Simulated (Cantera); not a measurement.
Feed: 1 mol C2H2, 1.9 mol CO2, 1.8 mol N2, equilibrated at 1.05 Torr.

Cantera equilibrium calculation (NASA polynomials, part measured and part estimated; ideal gas, pure solids and liquids). Candidate condensed phases: C, C6H6, C7H8, C8H18, H2O; 136 gas species. The numbers say what is thermodynamically allowed, not how fast it happens.

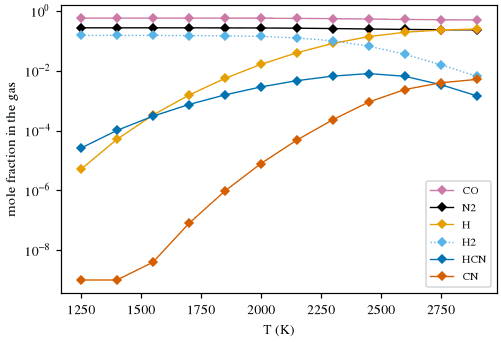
*Equilibrium gas composition (values under 1e-9 drawn at 1e-9)*

From 1250 K to 2450 K the condensed part is C(graphite). From 2600 K to 2900 K nothing is condensed. The main C-bearing gas is CO throughout.
